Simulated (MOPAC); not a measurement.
**Geometry relaxation of CH4AlFOS (part 2 of 2)**

Continued. System: CH4AlFOS, SMILES C[O][Al]([F])[SH]. Method: MNDO, closed shell (MOPAC 23.2.5). The atoms were displaced at random from an optimised geometry.

Geometry of the input (Å):
```
C  -0.3828  -1.4057  0.1318
O  0.3857  -0.5351  -0.6607
Al 0.7502  1.0733  -0.7035
F  1.7654  1.6213  -1.8833
S  0.0227  2.5594  0.7179
H  -0.8552  -0.9192  0.9551
H  0.2574  -2.2149  0.5292
H  -1.1494  -1.8708  -0.4932
H  -0.6798  1.6339  1.3913
```

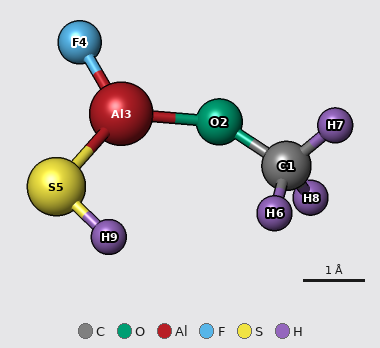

**Figure 1.** The geometry at step 40 of the log (ball-and-stick view, seen at a tilt; atoms are numbered from 1 in the order of the input).

**Output, continued**
```
  ATOM NO.   TYPE          CHARGE      No. of ELECS.   s-Pop       p-Pop
    1          C           0.290500        3.7095     1.20843     2.50107
    2          O          -0.573818        6.5738     1.74867     4.82515
    3         Al           1.010269        1.9897     0.73756     1.25217
    4          F          -0.421235        7.4212     1.83417     5.58707
    5          S          -0.214175        6.2142     1.82694     4.38723
    6          H          -0.056216        1.0562     1.05622
    7          H          -0.017107        1.0171     1.01711
    8          H          -0.022938        1.0229     1.02294
    9          H           0.004720        0.9953     0.99528
 DIPOLE           X         Y         Z       TOTAL
 POINT-CHG.    -1.135    -0.139     1.445     1.843
 HYBRID        -0.409    -1.790     0.061     1.837
 SUM           -1.543    -1.929     1.507     2.894

          ATOMIC ORBITAL ELECTRON POPULATIONS

     Atom    s        px        py        pz
    1  C   1.20843   0.84575   0.82111   0.83421
    2  O   1.74867   1.69421   1.40999   1.72096
    3 Al   0.73756   0.36221   0.45902   0.43094
    4  F   1.83417   1.83814   1.93715   1.81178
    5  S   1.82694   1.60476   1.38432   1.39816
    6  H   1.05622
    7  H   1.01711
    8  H   1.02294
    9  H   0.99528

 *                    *
 * JOB ENDED NORMALLY *
 *                    *

 TOTAL JOB TIME:             0.15 SECONDS

 == MOPAC DONE ==
```

**Trajectory as extended XYZ (Å, eV, eV/Å), 23 of the 81 frames kept, from step=0 to step=80**
```
9
Properties=species:S:1:pos:R:3:forces:R:3 step=0 energy=-7.30691
C    -0.3828   -1.4057    0.1318    2.1364   0.6867  -2.2323
O     0.3857   -0.5351   -0.6607   -0.8349  -1.0147   0.9534
Al    0.7502    1.0733   -0.7035    0.9891   2.1918  -0.5779
F     1.7654    1.6213   -1.8833   -1.3256  -0.9726   1.4391
S     0.0227    2.5594    0.7179   -0.2706  -2.4294  -0.3754
H    -0.8552   -0.9192    0.9551   -0.8858   1.0049   1.5607
H     0.2574   -2.2149    0.5292    0.4071  -0.3129   0.1756
H    -1.1494   -1.8708   -0.4932   -0.7610  -0.4004  -0.5757
H    -0.6798    1.6339    1.3913    0.5453   1.2465  -0.3675
9
Properties=species:S:1:pos:R:3:forces:R:3 step=4 energy=-7.66679
C    -0.3602   -1.3781    0.1080   -0.0402  -0.3401   0.0550
O     0.3766   -0.5054   -0.6365    0.2237   0.3236  -0.1770
Al    0.7563    1.1226   -0.6942   -0.1531  -0.1988   0.2114
F     1.7320    1.5900   -1.8489    0.1057  -0.1340  -0.2031
S     0.0357    2.4860    0.6755   -0.1088  -0.2980   0.0444
H    -0.8636   -0.8967    0.9798   -0.1229   0.1328   0.1726
H     0.2710   -2.2081    0.5247    0.1205   0.1448  -0.0986
H    -1.1597   -1.8669   -0.5059   -0.0028   0.0953  -0.1108
H    -0.6760    1.6823    1.4100   -0.0221   0.2743   0.1061
9
Properties=species:S:1:pos:R:3:forces:R:3 step=7 energy=-7.69155
C    -0.3628   -1.3666    0.1025    0.5976  -0.1061   0.0326
O     0.3880   -0.4870   -0.6374   -0.2341  -0.3328   0.2089
Al    0.7638    1.1272   -0.6852   -0.0367  -0.0833   0.0028
F     1.7302    1.5610   -1.8644    0.0529  -0.0404  -0.0774
S     0.0206    2.4654    0.6757   -0.0835   0.1293   0.1695
H    -0.8678   -0.8881    0.9831    0.0148   0.0075  -0.0667
H     0.2947   -2.1948    0.5115   -0.2551   0.3548  -0.1947
H    -1.1532   -1.8373   -0.5292   -0.0709  -0.0163  -0.0668
H    -0.6847    1.7363    1.4858    0.0150   0.0873  -0.0084
9
Properties=species:S:1:pos:R:3:forces:R:3 step=11 energy=-7.70135
C    -0.3535   -1.3692    0.0951    0.0467   0.0146   0.0051
O     0.3907   -0.4907   -0.6413    0.0072   0.0571   0.0192
Al    0.7629    1.1287   -0.6793   -0.0442  -0.0989  -0.0144
F     1.7286    1.5414   -1.8703   -0.0210  -0.0141   0.0365
S     0.0148    2.4766    0.6845    0.0386   0.0855  -0.0050
H    -0.8670   -0.8884    0.9703    0.0241  -0.0033  -0.0077
H     0.2973   -2.1863    0.4994   -0.0181  -0.0092  -0.0142
H    -1.1513   -1.8331   -0.5370   -0.0157  -0.0457  -0.0388
H    -0.6880    1.7616    1.5051   -0.0177   0.0141   0.0194
9
Properties=species:S:1:pos:R:3:forces:R:3 step=15 energy=-7.70474
C    -0.3471   -1.3822    0.0814    0.0228  -0.0024   0.0032
O     0.3982   -0.4949   -0.6421   -0.0289  -0.0023   0.0093
Al    0.7475    1.1265   -0.6690    0.0190   0.0003  -0.0160
F     1.7181    1.5253   -1.8595    0.0133   0.0363  -0.0135
S     0.0233    2.5021    0.6838    0.0104  -0.0025  -0.0078
H    -0.8580   -0.9016    0.9574   -0.0367  -0.0507   0.0216
H     0.3019   -2.2026    0.4802    0.0036  -0.0157   0.0044
H    -1.1399   -1.8472   -0.5583   -0.0008   0.0074  -0.0040
H    -0.6877    1.8037    1.5130   -0.0027   0.0296   0.0028
9
Properties=species:S:1:pos:R:3:forces:R:3 step=18 energy=-7.70719
C    -0.3451   -1.4053    0.0744    0.0107   0.0166  -0.0067
O     0.3939   -0.4972   -0.6287    0.0051   0.0139   0.0286
Al    0.7367    1.1239   -0.6660    0.0541   0.0061   0.0008
F     1.7137    1.5318   -1.8494   -0.0087  -0.0150  -0.0182
S     0.0368    2.5212    0.6741   -0.0106   0.0382   0.0107
H    -0.8619   -0.9526    0.9623   -0.0238  -0.0199  -0.0154
H     0.3057   -2.2318    0.4574    0.0276  -0.0001  -0.0147
H    -1.1297   -1.8583   -0.5829   -0.0464  -0.0243   0.0155
H    -0.6889    1.8620    1.5210   -0.0079  -0.0155  -0.0006
9
Properties=species:S:1:pos:R:3:forces:R:3 step=22 energy=-7.70857
C    -0.3447   -1.4159    0.0678    0.0161   0.0094  -0.0024
O     0.3903   -0.4913   -0.6170   -0.0060   0.0121   0.0092
Al    0.7430    1.1261   -0.6563   -0.0003   0.0018  -0.0152
F     1.7068    1.5241   -1.8537    0.0123  -0.0074  -0.0097
S     0.0382    2.5338    0.6720   -0.0031   0.0014   0.0127
H    -0.8676   -0.9821    0.9613   -0.0022  -0.0164  -0.0008
H     0.3146   -2.2442    0.4339   -0.0062   0.0034   0.0008
H    -1.1288   -1.8635   -0.5950   -0.0064  -0.0042   0.0037
H    -0.6911    1.8726    1.5148   -0.0043   0.0000   0.0017
9
Properties=species:S:1:pos:R:3:forces:R:3 step=25 energy=-7.70875
C    -0.3440   -1.4200    0.0656   -0.0022  -0.0005   0.0012
O     0.3880   -0.4873   -0.6102   -0.0035   0.0022  -0.0012
Al    0.7438    1.1282   -0.6558   -0.0119   0.0074  -0.0019
F     1.7068    1.5204   -1.8561    0.0058  -0.0059   0.0016
S     0.0387    2.5373    0.6723    0.0061  -0.0008  -0.0007
H    -0.8699   -0.9976    0.9627    0.0023   0.0029   0.0034
H     0.3174   -2.2491    0.4253    0.0013  -0.0020  -0.0016
H    -1.1273   -1.8648   -0.6007    0.0052   0.0007  -0.0010
H    -0.6930    1.8779    1.5144   -0.0031  -0.0039   0.0001
9
Properties=species:S:1:pos:R:3:forces:R:3 step=29 energy=-7.70879
C    -0.3434   -1.4201    0.0657   -0.0025   0.0000   0.0005
O     0.3873   -0.4858   -0.6093   -0.0037  -0.0002  -0.0018
Al    0.7420    1.1296   -0.6571   -0.0007  -0.0007   0.0010
F     1.7082    1.5183   -1.8560    0.0013  -0.0005   0.0017
S     0.0390    2.5374    0.6732    0.0014  -0.0009  -0.0002
H    -0.8691   -0.9993    0.9637    0.0042   0.0002   0.0000
H     0.3187   -2.2495    0.4235    0.0020   0.0017   0.0000
H    -1.1263   -1.8647   -0.6010   -0.0003  -0.0001  -0.0004
H    -0.6940    1.8759    1.5128   -0.0017   0.0005  -0.0007
9
Properties=species:S:1:pos:R:3:forces:R:3 step=33 energy=-7.70884
C    -0.3419   -1.4198    0.0672    0.0012   0.0002  -0.0006
O     0.3813   -0.4850   -0.6152   -0.0060   0.0039   0.0000
Al    0.7400    1.1296   -0.6582    0.0098   0.0008  -0.0002
F     1.7118    1.5179   -1.8527    0.0005   0.0010  -0.0045
S     0.0400    2.5368    0.6737   -0.0028   0.0007   0.0025
H    -0.8627   -0.9989    0.9680    0.0044   0.0019   0.0007
H     0.3264   -2.2455    0.4224   -0.0076  -0.0047  -0.0010
H    -1.1284   -1.8675   -0.5932    0.0037  -0.0058   0.0015
H    -0.6987    1.8755    1.5084   -0.0032   0.0020   0.0017
9
Properties=species:S:1:pos:R:3:forces:R:3 step=36 energy=-7.70888
C    -0.3409   -1.4207    0.0677    0.0010  -0.0007   0.0005
O     0.3757   -0.4835   -0.6183    0.0014   0.0004   0.0002
Al    0.7409    1.1297   -0.6577    0.0000   0.0003  -0.0003
F     1.7138    1.5172   -1.8517   -0.0003   0.0002  -0.0008
S     0.0402    2.5373    0.6739    0.0015  -0.0002   0.0007
H    -0.8578   -1.0012    0.9713   -0.0007   0.0010   0.0004
H     0.3309   -2.2450    0.4195    0.0000  -0.0014  -0.0005
H    -1.1287   -1.8717   -0.5887   -0.0008   0.0004   0.0001
H    -0.7029    1.8779    1.5063   -0.0022   0.0001  -0.0002
9
Properties=species:S:1:pos:R:3:forces:R:3 step=40 energy=-7.70888
C    -0.3406   -1.4211    0.0677   -0.0011   0.0007  -0.0001
O     0.3749   -0.4832   -0.6184    0.0016  -0.0005  -0.0002
Al    0.7407    1.1299   -0.6578    0.0004  -0.0007   0.0004
F     1.7141    1.5169   -1.8515   -0.0013   0.0001  -0.0001
S     0.0405    2.5375    0.6741    0.0011  -0.0005   0.0002
H    -0.8570   -1.0020    0.9719    0.0022  -0.0014   0.0000
H     0.3318   -2.2455    0.4182   -0.0012   0.0012   0.0008
H    -1.1290   -1.8720   -0.5880   -0.0001   0.0008  -0.0005
H    -0.7046    1.8787    1.5050   -0.0015   0.0001  -0.0005
9
Properties=species:S:1:pos:R:3:forces:R:3 step=44 energy=-7.70889
C    -0.3401   -1.4207    0.0684   -0.0003   0.0000   0.0000
O     0.3748   -0.4833   -0.6192    0.0003  -0.0005   0.0007
Al    0.7411    1.1297   -0.6578   -0.0004  -0.0002   0.0001
F     1.7138    1.5173   -1.8518    0.0002   0.0000   0.0003
S     0.0418    2.5367    0.6753   -0.0022  -0.0006   0.0004
H    -0.8526   -1.0019    0.9748    0.0012  -0.0001  -0.0003
H     0.3320   -2.2466    0.4158   -0.0004   0.0000  -0.0003
H    -1.1315   -1.8695   -0.5853   -0.0003   0.0006   0.0000
H    -0.7156    1.8803    1.4971    0.0018   0.0007  -0.0009
9
Properties=species:S:1:pos:R:3:forces:R:3 step=47 energy=-7.70889
C    -0.3405   -1.4205    0.0681    0.0003  -0.0002   0.0000
O     0.3764   -0.4837   -0.6181    0.0001   0.0001   0.0001
Al    0.7411    1.1297   -0.6578    0.0000   0.0002   0.0000
F     1.7132    1.5174   -1.8522    0.0004   0.0000   0.0002
S     0.0415    2.5367    0.6750   -0.0007   0.0003  -0.0005
H    -0.8545   -1.0013    0.9735    0.0005   0.0001   0.0002
H     0.3303   -2.2468    0.4169   -0.0001  -0.0005  -0.0003
H    -1.1309   -1.8688   -0.5871   -0.0007   0.0003   0.0001
H    -0.7128    1.8797    1.4991    0.0002  -0.0001   0.0002
9
Properties=species:S:1:pos:R:3:forces:R:3 step=51 energy=-7.70889
C    -0.3406   -1.4205    0.0680   -0.0001   0.0000   0.0000
O     0.3768   -0.4838   -0.6177    0.0000   0.0001  -0.0001
Al    0.7411    1.1297   -0.6578    0.0002  -0.0001   0.0002
F     1.7131    1.5175   -1.8523    0.0003  -0.0001   0.0003
S     0.0414    2.5367    0.6750   -0.0009   0.0002  -0.0006
H    -0.8544   -1.0014    0.9736    0.0009  -0.0003   0.0001
H     0.3299   -2.2473    0.4165   -0.0002  -0.0001  -0.0001
H    -1.1313   -1.8682   -0.5873   -0.0006   0.0004   0.0000
H    -0.7128    1.8797    1.4991    0.0003  -0.0001   0.0002
9
Properties=species:S:1:pos:R:3:forces:R:3 step=55 energy=-7.70891
C    -0.3398   -1.4208    0.0687    0.0008   0.0042  -0.0037
O     0.3753   -0.4834   -0.6188   -0.0025  -0.0057   0.0046
Al    0.7412    1.1298   -0.6578   -0.0007  -0.0017   0.0000
F     1.7150    1.5171   -1.8511   -0.0010  -0.0003   0.0016
S     0.0405    2.5370    0.6744   -0.0038  -0.0030   0.0023
H    -0.8439   -1.0040    0.9809    0.0037  -0.0019  -0.0005
H     0.3305   -2.2522    0.4068   -0.0023   0.0041  -0.0004
H    -1.1383   -1.8621   -0.5815    0.0018   0.0017  -0.0002
H    -0.7174    1.8805    1.4959    0.0040   0.0026  -0.0036
9
Properties=species:S:1:pos:R:3:forces:R:3 step=58 energy=-7.70890
C    -0.3387   -1.4209    0.0703    0.0034  -0.0122  -0.0088
O     0.3823   -0.4846   -0.6134   -0.0146  -0.0286   0.0132
Al    0.7432    1.1299   -0.6575   -0.0079  -0.0085   0.0039
F     1.7206    1.5160   -1.8485   -0.0057  -0.0010   0.0089
S     0.0310    2.5381    0.6683   -0.0123  -0.0161   0.0100
H    -0.7878   -1.0180    1.0179    0.0210  -0.0305  -0.0252
H     0.3163   -2.2885    0.3480   -0.0526   0.0641  -0.0140
H    -1.1821   -1.8098   -0.5592    0.0504   0.0204   0.0319
H    -0.7278    1.8809    1.4896    0.0184   0.0125  -0.0199
9
Properties=species:S:1:pos:R:3:forces:R:3 step=62 energy=-7.70904
C    -0.3399   -1.4203    0.0689    0.0030   0.0031  -0.0022
O     0.3837   -0.4853   -0.6130   -0.0013  -0.0024   0.0010
Al    0.7422    1.1295   -0.6573   -0.0012  -0.0017   0.0008
F     1.7168    1.5169   -1.8499   -0.0001  -0.0002   0.0013
S     0.0339    2.5378    0.6696   -0.0025  -0.0019   0.0013
H    -0.8107   -1.0128    1.0027    0.0014  -0.0008   0.0029
H     0.3169   -2.2758    0.3706   -0.0011   0.0015  -0.0005
H    -1.1652   -1.8258   -0.5712   -0.0007   0.0007  -0.0015
H    -0.7185    1.8799    1.4950    0.0024   0.0018  -0.0030
9
Properties=species:S:1:pos:R:3:forces:R:3 step=65 energy=-7.70904
C    -0.3398   -1.4202    0.0689   -0.0002   0.0000   0.0002
O     0.3831   -0.4853   -0.6136    0.0004   0.0000   0.0003
Al    0.7420    1.1294   -0.6573    0.0002   0.0000   0.0000
F     1.7170    1.5169   -1.8494    0.0003  -0.0001   0.0002
S     0.0339    2.5378    0.6695   -0.0007   0.0003  -0.0007
H    -0.8101   -1.0129    1.0031    0.0010  -0.0003   0.0003
H     0.3174   -2.2754    0.3706   -0.0001  -0.0007  -0.0007
H    -1.1652   -1.8261   -0.5708   -0.0006   0.0009   0.0003
H    -0.7181    1.8800    1.4951   -0.0003  -0.0001   0.0001
9
Properties=species:S:1:pos:R:3:forces:R:3 step=69 energy=-7.70905
C    -0.3398   -1.4202    0.0690   -0.0009   0.0006  -0.0002
O     0.3835   -0.4854   -0.6133    0.0006   0.0003   0.0004
Al    0.7421    1.1294   -0.6573    0.0000  -0.0007  -0.0001
F     1.7172    1.5169   -1.8493    0.0003  -0.0001   0.0002
S     0.0335    2.5378    0.6692   -0.0003   0.0008  -0.0008
H    -0.8081   -1.0133    1.0044    0.0012  -0.0007   0.0001
H     0.3166   -2.2767    0.3685    0.0000  -0.0008  -0.0007
H    -1.1668   -1.8240   -0.5700   -0.0002   0.0010   0.0007
H    -0.7182    1.8799    1.4950   -0.0007  -0.0003   0.0003
9
Properties=species:S:1:pos:R:3:forces:R:3 step=73 energy=-7.70905
C    -0.3398   -1.4202    0.0689   -0.0001   0.0001   0.0001
O     0.3836   -0.4854   -0.6132    0.0004  -0.0001   0.0002
Al    0.7421    1.1294   -0.6572    0.0001  -0.0001   0.0000
F     1.7171    1.5169   -1.8494    0.0003  -0.0001   0.0002
S     0.0335    2.5379    0.6692   -0.0007   0.0002  -0.0006
H    -0.8082   -1.0136    1.0043    0.0009  -0.0002   0.0005
H     0.3166   -2.2768    0.3684   -0.0002  -0.0006  -0.0009
H    -1.1667   -1.8240   -0.5702   -0.0005   0.0009   0.0004
H    -0.7181    1.8800    1.4951   -0.0003  -0.0001  -0.0001
9
Properties=species:S:1:pos:R:3:forces:R:3 step=76 energy=-7.70905
C    -0.3398   -1.4202    0.0689    0.0005  -0.0003   0.0000
O     0.3837   -0.4854   -0.6132    0.0003  -0.0002   0.0003
Al    0.7421    1.1294   -0.6572    0.0001   0.0001   0.0001
F     1.7171    1.5169   -1.8494    0.0003   0.0000   0.0003
S     0.0334    2.5379    0.6692   -0.0008  -0.0001  -0.0004
H    -0.8082   -1.0135    1.0043    0.0008  -0.0001   0.0008
H     0.3164   -2.2769    0.3684   -0.0004  -0.0004  -0.0009
H    -1.1668   -1.8238   -0.5703   -0.0008   0.0008   0.0002
H    -0.7178    1.8799    1.4953    0.0000   0.0002  -0.0004
9
Properties=species:S:1:pos:R:3:forces:R:3 step=80 energy=-7.70905
C    -0.3399   -1.4202    0.0689    0.0001   0.0000   0.0000
O     0.3839   -0.4855   -0.6131    0.0004  -0.0001   0.0003
Al    0.7421    1.1294   -0.6572    0.0000   0.0000   0.0000
F     1.7171    1.5169   -1.8494    0.0003  -0.0001   0.0003
S     0.0333    2.5379    0.6691   -0.0006   0.0001  -0.0005
H    -0.8083   -1.0135    1.0043    0.0009  -0.0003   0.0006
H     0.3163   -2.2770    0.3684   -0.0002  -0.0005  -0.0009
H    -1.1668   -1.8237   -0.5704   -0.0006   0.0008   0.0004
H    -0.7176    1.8798    1.4955   -0.0002   0.0001  -0.0002
```

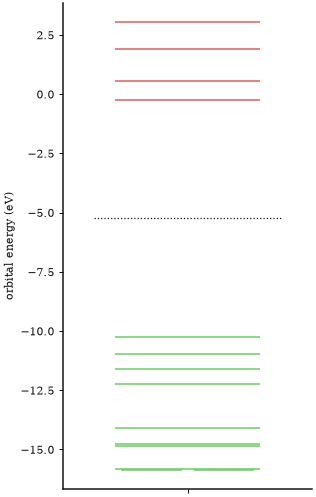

**Figure 2.** Orbital energies near the frontier; the dotted line parts filled from empty levels, and levels within 0.02 eV of each other stand side by side. Highest filled −10.26 eV, lowest empty −0.24 eV, 10.02 eV apart.
